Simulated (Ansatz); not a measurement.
**AlBrHO: relaxed scan of one distance, by script**

Wanted for AlBrHO: a relaxed scan of one distance. SMILES: [OH][Al][Br].

Program: Ansatz 0.2.0 through its Python package. Level of theory: PBE/def2-SVP. These are calculated values, not measurements.

### Step 1. The structure

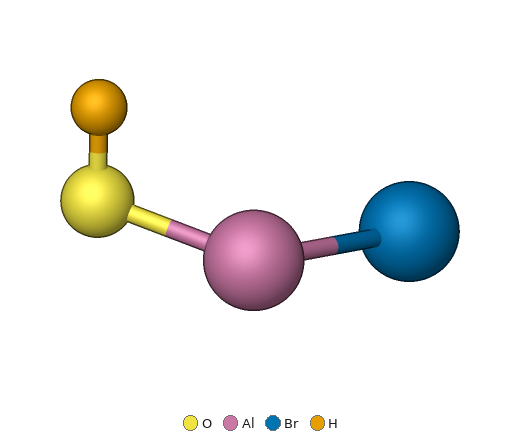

The structure that the script starts from, seen from a chosen angle (oxygen yellow, aluminium pink, bromine blue, hydrogen amber).

albrho.xyz, read by the script:

```xyz
4

O    -0.94370    0.29260   -0.74100
Al   -0.25280   -0.29680    0.80040
Br    1.84830   -1.33830    0.74320
H    -0.59620    1.28230   -0.82290
```

### Step 2. The script

The input, relaxed_scan.py:

```python
import ansatz as az
import numpy as np

params = {
    'basis_set': 'def2-SVP',
    'xc': 'pbe',
}


def main() -> None:
    molecule = az.Crystal.molecule_from_extxyz('albrho.xyz')

    job = (
        molecule.calculation()
        .basis(gaussian=params['basis_set'])
        .functional(params['xc'])
        .spin('collinear', total=1)
    )
    symbols = [site.symbol for site in molecule.cartesian_sites]
    pairs = [(0, 1), (0, 3), (1, 2)]
    print('held (A)   E (eV)        ', '  '.join(f'{symbols[i]}{i}-{symbols[j]}{j}' for i, j in pairs))
    for length in [1.65, 1.79, 1.93, 2.15, 2.42]:
        rep = job.relax(constraints=[az.DistanceConstraint((0, 1), at=length)], force_tolerance=0.02, max_steps=60).run(threads=1).report
        xyz = np.array(rep['positions_ang'])
        print(f'{length:6.2f} {rep["free_energy_ev"]:14.5f}  ', '  '.join(f'{np.linalg.norm(xyz[i] - xyz[j]):.3f}' for i, j in pairs))


if __name__ == '__main__':
    main()
```

### Step 3. The run

Run with:

```bash
$ python relaxed_scan.py
```

Output:

```text
held (A)   E (eV)         O0-Al1  O0-H3  Al1-Br2
DeckWarning: relax.constraints: the input's atoms, or those drawn, lie off the distances that are held; a relaxation that starts there is brought onto them ahead of its first SCF, by positions alone, an atom by 6.95e-2 Å at the most. With the symmetry detection on, the symmetry is detected on the input's atoms as so brought (as typed, where only the drawn atoms reach the distances), and notices that speak of the structure as typed mean those atoms
  1.65   -78679.98043   1.650  0.969  2.307
  1.79   -78679.99066   1.790  0.976  2.299
  1.93   -78679.71832   1.930  0.978  2.285
  2.15   -78679.00663   2.150  0.981  2.284
  2.42   -78678.13808   2.420  0.983  2.287
```

(Warnings from the package without file and line, repeats left out.)

It took 2.2 min on 1 thread of Arm Neoverse V2, shared host; peak memory 0.23 GiB.

### Step 4. Run by run

The 5 runs, in the order started:

| run | distance (Å) | energy from run 2 (eV) | <S²> | SCF cycles in all | CPU time (s) |
| --- | --- | --- | --- | --- | --- |
| 1 | 1.65 | 0.0102 | 0.75 | 87 | 23 |
| 2 | 1.79 | 0.0000 | 0.75 | 103 | 28 |
| 3 | 1.93 | 0.2723 | 0.75 | 98 | 28 |
| 4 | 2.15 | 0.9840 | 0.75 | 108 | 25 |
| 5 | 2.42 | 1.8526 | 0.76 | 132 | 30 |

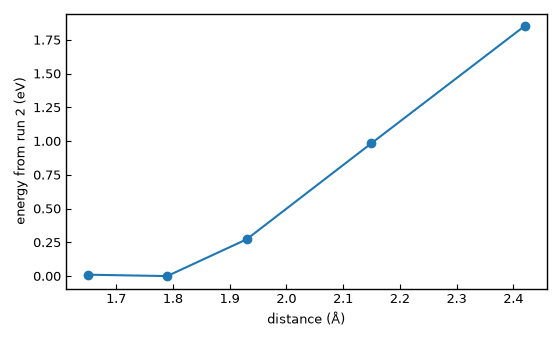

Energy against distance; lines join the points.

### Step 5. The relaxation of run 1, step by step

Relaxation path:

| step | energy from step 1 (eV) | largest force component (eV/Å) |
| --- | --- | --- |
| 1 | 0.0000 | 3.1159 |
| 2 | -0.1913 | 1.4399 |
| 3 | -0.2380 | 0.4316 |
| 4 | -0.2795 | 0.4829 |
| 5 | -0.2892 | 1.9668 |
| 6 | -0.4009 | 0.1275 |
| 7 | -0.4061 | 0.0697 |
| 8 | -0.4067 | 0.0470 |
| 9 | -0.4069 | 0.0064 |

Step 1 is the start.

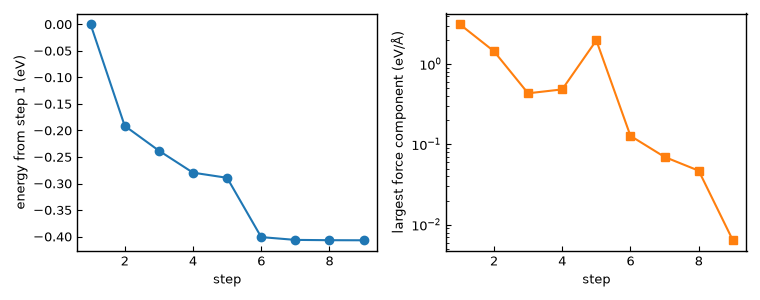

Energy and largest force along the relaxation.

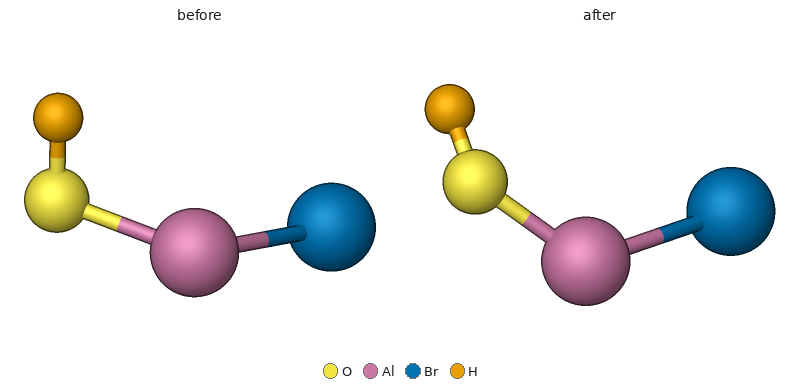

The structure before (left) and after (right) the relaxation, drawn at the same scale.

Before: Bond lengths: O1–Al2 1.789 Å, Al2–Br3 2.346 Å, O1–H4 1.052 Å. Angles: O1–Al2–Br3 118.1°, Al2–O1–H4 104.4°.

After: Bond lengths: O1–Al2 1.650 Å, Al2–Br3 2.307 Å, O1–H4 0.969 Å. Angles: O1–Al2–Br3 123.7°, Al2–O1–H4 135.6°.

### Step 6. The relaxation of run 5, step by step

Relaxation path:

| step | E - E(step 1) (eV) | largest force component (eV/Å) |
| --- | --- | --- |
| 1 | 0.0000 | 1.3611 |
| 2 | -0.0722 | 1.4551 |
| 3 | -0.1140 | 0.5577 |
| 4 | -0.1234 | 0.1712 |
| 5 | -0.1442 | 0.1253 |
| 6 | 0.0401 | 2.9600 |
| 7 | -0.1548 | 0.1206 |
| 8 | -0.1612 | 0.1836 |
| 9 | -0.1706 | 0.0950 |
| 10 | -0.1719 | 0.0225 |
| 11 | -0.1720 | 0.0049 |

Step 1 is the start. Step 6 was tried and not accepted.

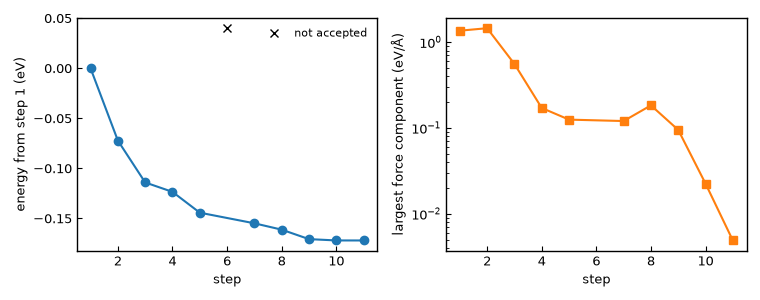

Energy and largest force along the relaxation.

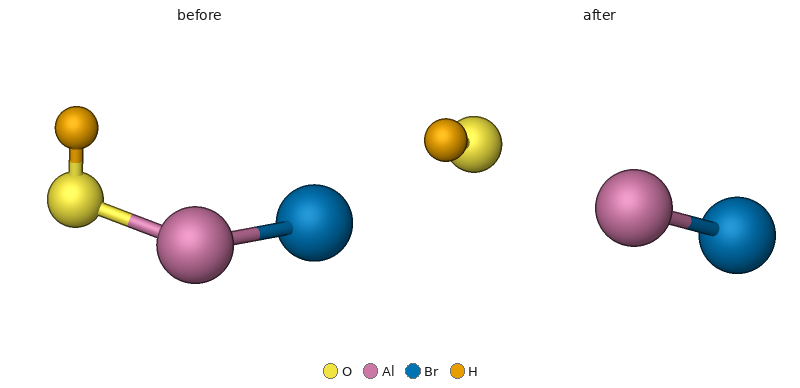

Before and after, at one scale.

Before: Bond lengths: O1–Al2 1.789 Å, Al2–Br3 2.346 Å, O1–H4 1.052 Å. Angles: O1–Al2–Br3 118.1°, Al2–O1–H4 104.4°.

After: Bond lengths: Al2–Br3 2.287 Å, O1–H4 0.983 Å.

### Step 7. Summary of results

```
                  quantity     value
             runs compared         5
           range of energy  1.853 eV
lowest point, distance (Å)      1.79
```

**Reading.** The lowest point, at 1.79, lies inside the range. The ends stand 0.0102 and 1.85 eV above it. The distance scanned is the script's pair 0, 1. Run 1: After 8 moves the largest shift is 0.473 Å, of atom 1 (O). Run 5: After 9 moves the largest shift is 0.733 Å, of atom 4 (H). Notes:
- The energies are electronic: no zero-point or thermal terms, and the basis set is short of its limit.
- The species is open-shell (spin multiplicity 2).
